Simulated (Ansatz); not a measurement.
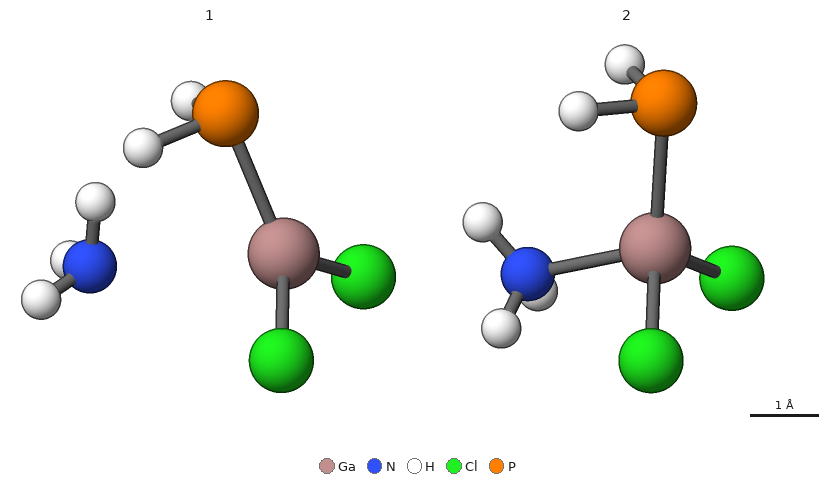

Two geometries of GaPNH5Cl2, drawn at one scale. One is the start of a relaxation, the other its converged end. A ball-and-stick model, seen at a tilt.

All numbers below come from RKS PBE0/def2-SVP (Ansatz 0.2.0). Settings: no spin polarisation; force threshold 0.03 eV/Å; at most 50 steps.

Q: Which geometry has the lower energy?

A: Structure 2 is the relaxed one. The run prepares an end point of a later path (reaction) calculation, from a guessed geometry. The atom that moves furthest after the best rigid fit is an H atom (0.88 Å). Largest moves by element: H 0.88 Å, Cl 0.78 Å, Ga 0.72 Å, P 0.39 Å, N 0.34 Å. Some distances before and after: Ga–N 3.110 → 2.105 Å, Cl–Ga 2.149 → 2.191 Å, Ga–P 2.296 → 2.321 Å, H–N 1.038 → 1.020 Å. New bonds form, among them: Ga–N (3.11 → 2.11 Å). Among the angles between lasting bonds that change: Cl–Ga–P 121.8° → 117.9°, Cl–Ga–P 120.9° → 117.9°, Cl–Ga–Cl 116.4° → 113.4°. After 9 geometry steps the energy has fallen by 103.0 kJ/mol. The largest force component goes from 0.95 to 0.0058 eV/Å. The run took 27 s on 4 threads of Arm Neoverse V1, with other jobs on the host, peak memory 0.36 GiB.
